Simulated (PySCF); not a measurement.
# C6H9B: NMR shifts at several levels of theory, part 2 of 2

PySCF 2.14.0. Atoms count from 0. Earlier steps stand in the parts before.

## 5. Shielding tensors: PBE0/cc-pVDZ

Job settings and geometry (Å):

```
{"job": {"kind": "nmr", "xc": "PBE0", "basis": "cc-pVDZ", "pop": true}, "charge": 0, "multiplicity": 1}
C     -2.484517     0.310836     0.081678
C     -1.370902     0.762708    -0.520481
B      0.075555     0.320492    -0.139339
C      1.239788     1.335208    -0.378968
C      2.527703     1.091195    -0.084642
C      0.361728    -1.090267     0.463418
C     -0.345839    -2.191058     0.158194
H     -2.438040    -0.450727     0.867469
H     -3.480746     0.698555    -0.159855
H     -1.497649     1.562535    -1.264190
H      1.006377     2.315537    -0.817268
H      3.323749     1.822816    -0.263503
H      2.845411     0.137296     0.350641
H      1.233039    -1.233533     1.117040
H     -1.206445    -2.146706    -0.517761
H     -0.082267    -3.182853     0.542874
```

Method: GIAO PBE0/cc-pVDZ NMR shielding, non-relativistic, gas phase.

Standard output:

```text
coarse grid: 13184 points
cycle   1  E = -258.4611456757  dE =  5.946e-01  |g| = 4.209e-01  |ddm| = 7.567e+00
cycle   2  E = -258.4391524190  dE =  2.199e-02  |g| = 5.054e-01  |ddm| = 1.795e+00
cycle   3  E = -258.5099748484  dE = -7.082e-02  |g| = 1.345e-01  |ddm| = 9.463e-01
cycle   4  E = -258.5148974825  dE = -4.923e-03  |g| = 2.138e-02  |ddm| = 2.104e-01
cycle   5  E = -258.5150189710  dE = -1.215e-04  |g| = 4.399e-03  |ddm| = 3.803e-02
cycle   6  E = -258.5150241131  dE = -5.142e-06  |g| = 1.349e-03  |ddm| = 9.529e-03
final grid: 126808 points
cycle   7  E = -258.5260168095  dE = -2.938e-05  |g| = 8.424e-03  |ddm| = 6.811e-02
cycle   8  E = -258.5260155766  dE =  1.233e-06  |g| = 8.834e-03  |ddm| = 3.200e-02
cycle   9  E = -258.5260367338  dE = -2.116e-05  |g| = 1.305e-03  |ddm| = 1.604e-02
cycle  10  E = -258.5260371901  dE = -4.562e-07  |g| = 2.358e-04  |ddm| = 2.119e-03
cycle  11  E = -258.5260372032  dE = -1.316e-08  |g| = 8.128e-05  |ddm| = 3.993e-04
cycle  12  E = -258.5260372046  dE = -1.410e-09  |g| = 3.443e-05  |ddm| = 1.522e-04
cycle  13  E = -258.5260372050  dE = -3.181e-10  |g| = 9.113e-06  |ddm| = 6.254e-05
converged SCF energy = -258.5260372050

GIAO shielding tensors (ppm)
atom      isotropic    diamagn.    paramagn.     s11        s22        s33       span
  0 C       53.908     256.040    -202.132    -54.828     44.308    172.244    227.072
  1 C       51.788     252.320    -200.533    -65.612     42.677    178.299    243.911
  2 B       60.054     204.840    -144.786     24.518     32.217    123.427     98.909
  3 C       53.563     251.582    -198.018    -62.268     41.475    181.482    243.750
  4 C       53.886     255.298    -201.412    -63.290     49.901    175.047    238.338
  5 C       57.007     253.195    -196.188    -62.634     44.463    189.192    251.826
  6 C       55.753     256.414    -200.662    -51.762     46.804    172.215    223.977
  7 H       24.779      34.130      -9.351     20.869     24.616     28.853      7.984
  8 H       24.839      28.416      -3.576     22.318     24.751     27.449      5.131
  9 H       24.273      30.927      -6.654     20.515     24.529     27.774      7.259
 10 H       24.354      30.520      -6.166     20.550     24.411     28.103      7.553
 11 H       24.725      27.629      -2.904     21.875     24.526     27.774      5.899
 12 H       24.444      33.604      -9.160     21.671     23.663     27.997      6.325
 13 H       23.958      33.182      -9.224     20.016     23.531     28.326      8.310
 14 H       24.910      33.970      -9.060     21.016     24.865     28.847      7.831
 15 H       24.869      29.645      -4.775     22.249     24.794     27.565      5.315
```

Wall time 19 s (1 thread, shared host).

Key values: δ C1 142.6, C0 142.2, B2 53.8, H9 7.09, H7 6.58 ppm (means over like atoms).

## 6. Nuclear shieldings: PBE0/aug-cc-pVDZ

The job, as its differences from that of step 5:

```diff
@@ -1,2 +1,2 @@
-{"job": {"kind": "nmr", "xc": "PBE0", "basis": "cc-pVDZ", "pop": true}, "charge": 0, "multiplicity": 1}
+{"job": {"kind": "nmr", "xc": "PBE0", "basis": "aug-cc-pVDZ", "pop": true}, "charge": 0, "multiplicity": 1}
 C     -2.484517     0.310836     0.081678
```

With the program's defaults for keys left out, this is: GIAO PBE0/aug-cc-pVDZ NMR shielding, non-relativistic, gas phase.

Standard output:

```text
coarse grid: 13184 points
cycle   1  E = -258.4710770035  dE =  5.830e-01  |g| = 4.320e-01  |ddm| = 1.199e+01
cycle   2  E = -258.4419595462  dE =  2.912e-02  |g| = 5.346e-01  |ddm| = 3.131e+00
cycle   3  E = -258.5229675977  dE = -8.101e-02  |g| = 1.322e-01  |ddm| = 1.246e+00
cycle   4  E = -258.5276906273  dE = -4.723e-03  |g| = 2.442e-02  |ddm| = 2.847e-01
cycle   5  E = -258.5278504836  dE = -1.599e-04  |g| = 4.337e-03  |ddm| = 8.064e-02
cycle   6  E = -258.5278552312  dE = -4.748e-06  |g| = 1.618e-03  |ddm| = 1.480e-02
final grid: 126808 points
cycle   7  E = -258.5389286306  dE = -4.008e-05  |g| = 8.500e-03  |ddm| = 1.988e-01
cycle   8  E = -258.5389252383  dE =  3.392e-06  |g| = 9.310e-03  |ddm| = 6.061e-02
cycle   9  E = -258.5389488104  dE = -2.357e-05  |g| = 1.333e-03  |ddm| = 2.587e-02
cycle  10  E = -258.5389492779  dE = -4.675e-07  |g| = 2.931e-04  |ddm| = 2.933e-03
cycle  11  E = -258.5389492986  dE = -2.073e-08  |g| = 1.017e-04  |ddm| = 7.101e-04
cycle  12  E = -258.5389493008  dE = -2.191e-09  |g| = 4.631e-05  |ddm| = 3.057e-04
cycle  13  E = -258.5389493014  dE = -5.792e-10  |g| = 1.088e-05  |ddm| = 1.124e-04
converged SCF energy = -258.5389493014

GIAO shielding tensors (ppm)
atom      isotropic    diamagn.    paramagn.     s11        s22        s33       span
  0 C       53.401     222.858    -169.456    -55.249     42.703    172.751    228.000
  1 C       50.207     186.845    -136.637    -66.979     40.760    176.842    243.821
  2 B       57.023     204.033    -147.010     20.006     28.553    122.511    102.504
  3 C       51.394     177.137    -125.743    -64.913     39.068    180.026    244.939
  4 C       53.124     230.302    -177.178    -63.613     48.357    174.629    238.242
  5 C       55.624     188.457    -132.834    -63.819     42.400    188.290    252.109
  6 C       55.271     217.916    -162.645    -52.247     45.291    172.768    225.015
  7 H       24.742      31.653      -6.911     20.804     24.731     28.690      7.887
  8 H       24.712      34.352      -9.640     22.179     24.681     27.276      5.097
  9 H       24.197      30.603      -6.406     20.353     24.543     27.694      7.341
 10 H       24.283      32.050      -7.767     20.400     24.452     27.998      7.598
 11 H       24.598      35.674     -11.076     21.767     24.461     27.565      5.798
 12 H       24.373      34.601     -10.228     21.534     23.829     27.755      6.221
 13 H       23.901      31.483      -7.581     19.835     23.599     28.269      8.434
 14 H       24.896      31.180      -6.284     21.001     25.008     28.678      7.677
 15 H       24.765      34.416      -9.651     22.163     24.736     27.396      5.233
```

Run time: 51 s. Hardware: 1 thread, shared host.

In short: δ C1 142.7, C0 141.2, B2 53.2, H9 7.27, H7 6.73 ppm (means over like atoms).

## 7. NMR shieldings: PBE0/pcSseg-0

The job, as its differences from that of step 6:

```diff
@@ -1,2 +1,2 @@
-{"job": {"kind": "nmr", "xc": "PBE0", "basis": "aug-cc-pVDZ", "pop": true}, "charge": 0, "multiplicity": 1}
+{"job": {"kind": "nmr", "xc": "PBE0", "basis": "pcSseg-0", "pop": true}, "charge": 0, "multiplicity": 1}
 C     -2.484517     0.310836     0.081678
```

Level: GIAO PBE0/pcSseg-0 NMR shielding, non-relativistic, gas phase.

Standard output:

```text
coarse grid: 13184 points
cycle   1  E = -257.9567785439  dE =  4.799e-01  |g| = 3.423e-01  |ddm| = 3.946e+00
cycle   2  E = -257.9358126373  dE =  2.097e-02  |g| = 4.386e-01  |ddm| = 9.753e-01
cycle   3  E = -257.9889293126  dE = -5.312e-02  |g| = 1.142e-01  |ddm| = 6.191e-01
cycle   4  E = -257.9924191006  dE = -3.490e-03  |g| = 1.706e-02  |ddm| = 1.205e-01
cycle   5  E = -257.9924932167  dE = -7.412e-05  |g| = 3.716e-03  |ddm| = 1.998e-02
cycle   6  E = -257.9924970870  dE = -3.870e-06  |g| = 9.804e-04  |ddm| = 5.071e-03
final grid: 126808 points
cycle   7  E = -257.9603482609  dE = -2.614e-05  |g| = 5.880e-03  |ddm| = 3.228e-02
cycle   8  E = -257.9603485871  dE = -3.262e-07  |g| = 5.837e-03  |ddm| = 1.223e-02
cycle   9  E = -257.9603573558  dE = -8.769e-06  |g| = 1.001e-03  |ddm| = 6.445e-03
cycle  10  E = -257.9603576281  dE = -2.723e-07  |g| = 1.299e-04  |ddm| = 1.145e-03
cycle  11  E = -257.9603576311  dE = -3.047e-09  |g| = 7.788e-05  |ddm| = 1.782e-04
cycle  12  E = -257.9603576326  dE = -1.433e-09  |g| = 2.133e-05  |ddm| = 8.486e-05
cycle  13  E = -257.9603576327  dE = -1.418e-10  |g| = 3.425e-06  |ddm| = 3.349e-05
converged SCF energy = -257.9603576327

GIAO shielding tensors (ppm)
atom      isotropic    diamagn.    paramagn.     s11        s22        s33       span
  0 C       35.716     257.780    -222.064    -84.115     23.697    167.565    251.681
  1 C       34.182     268.939    -234.757    -93.862     22.252    174.158    268.020
  2 B       49.848     175.176    -125.328      9.415     16.825    123.306    113.891
  3 C       36.302     268.341    -232.039    -90.199     20.951    178.155    268.355
  4 C       35.709     256.814    -221.105    -93.133     30.140    170.119    263.252
  5 C       40.332     269.641    -229.309    -90.013     24.486    186.524    276.537
  6 C       37.271     258.219    -220.948    -81.696     25.922    167.586    249.282
  7 H       26.118      32.171      -6.053     22.429     26.287     29.639      7.210
  8 H       25.982      28.851      -2.869     23.733     26.230     27.984      4.251
  9 H       25.521      32.261      -6.740     22.454     25.649     28.462      6.008
 10 H       25.643      32.016      -6.372     22.519     25.700     28.711      6.192
 11 H       25.865      28.218      -2.353     23.357     25.952     28.287      4.930
 12 H       25.713      31.726      -6.014     23.224     25.257     28.656      5.432
 13 H       25.266      33.889      -8.623     21.956     24.712     29.130      7.174
 14 H       26.226      32.301      -6.075     22.537     26.567     29.574      7.037
 15 H       26.021      29.570      -3.549     23.653     26.303     28.107      4.454
```

It took 7.6 s on 1 thread, shared host.

This run: δ C0 157.3, C1 156.6, B2 55.0, H9 7.36, H8 6.88 ppm (means over like atoms).

## 8. Run by run: NMR shifts

Shifts (ppm), means over like atoms, with basis size and wall time (the measured row can stand on another reference than the computed rows):

| run | C0 | C1 | H9 | H7 | H8 | B2 | functions | time |
| --- | --- | --- | --- | --- | --- | --- | --- | --- |
| PBE0/def2-SVP | 142.1 | 142.1 | 7.06 | 6.46 | 6.36 | 53.5 | 143 | 20 s |
| PBE0/def2-TZVP | 149.0 | 150.0 | 7.20 | 6.64 | 6.57 | 53.0 | 271 | 66 s |
| PBE0/cc-pVDZ | 142.2 | 142.6 | 7.09 | 6.58 | 6.48 | 53.8 | 143 | 19 s |
| PBE0/aug-cc-pVDZ | 141.2 | 142.7 | 7.27 | 6.73 | 6.70 | 53.2 | 242 | 51 s |
| PBE0/pcSseg-0 | 157.3 | 156.6 | 7.36 | 6.81 | 6.88 | 55.0 | 81 | 7.6 s |
| measured | – | – | – | – | – | 56.4 | – | – |

Measured: Macháček, Bühl, Fanfrlík, Hnyk, 11B NMR of BX3 and BX4-, J. Phys. Chem. A (author manuscript).

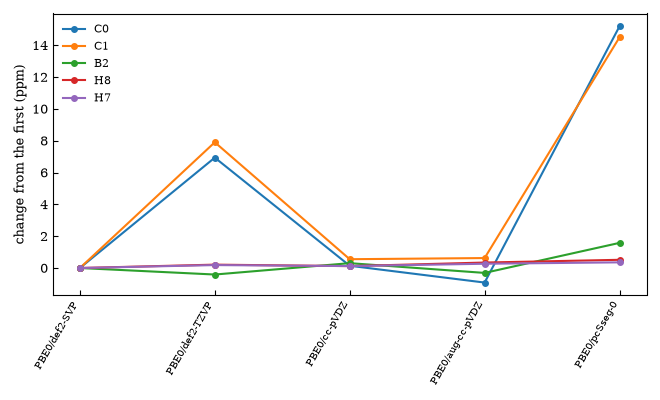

How five of the tabulated atoms move from run to run.

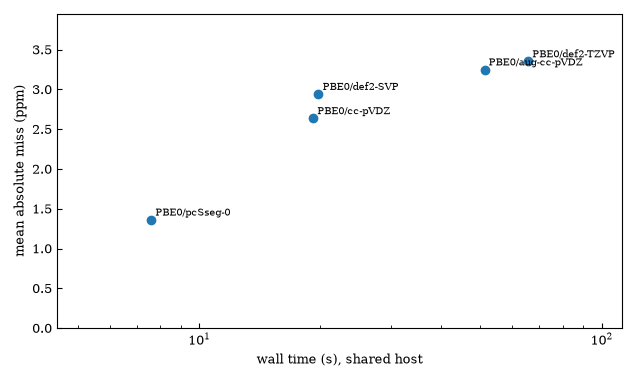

Cost against miss for the one measured ¹¹B shift.

## 9. Outcome

This closing draws on all 2 parts.

| quantity | value |
| --- | --- |
| point group | C1 |
| rotational constants (main isotopes) | 3.58, 1.93, 1.30 GHz |
| ¹³C shifts against TMS (PBE0/def2-SVP, means over atoms taken as alike) | 142.1, 142.1 ppm |
| ¹H shifts against TMS (PBE0/def2-SVP, means over atoms taken as alike) | 7.06, 6.46, 6.36 ppm |
| ¹¹B shifts against BF3·OEt2 (PBE0/def2-SVP) | 53.5 ppm |
| measured, and computed on the same scale | B2 δ 56.4, 53.5 ppm |
| range of the shift of C0 | 141.2 to 157.3 ppm |

Single values in the summary come from the first run of each kind that ended normally (PBE0/def2-SVP), which need not be the best level. The optimisation took 8 steps and gained 0.065 eV; among the close pairs (by a distance rule), C4–H12 changed most, from 1.079 to 1.096 Å. At PBE0/def2-SVP: The widest tensor belongs to C1, C3, C5: span 250 ppm, with a paramagnetic part of -202 ppm. The one measured ¹¹B shift is missed by -2.9 ppm (computed less measured, unscaled). Vibration, temperature and solvent are missing from the calculation, and it holds one conformer, so part of the miss against the measured shifts is not the functional's. In ppm, C0 (with its like atoms) moves most: its shift spreads over 16.1 ppm, from 141.2 (PBE0/aug-cc-pVDZ) to 157.3 (PBE0/pcSseg-0). For the one measured ¹¹B shift, PBE0/pcSseg-0 misses least (1.4 ppm, 7.6 s) and PBE0/def2-TZVP most (3.4 ppm, 66 s). One molecule ranks no method: errors cancel, and vibration and temperature are missing from all runs.
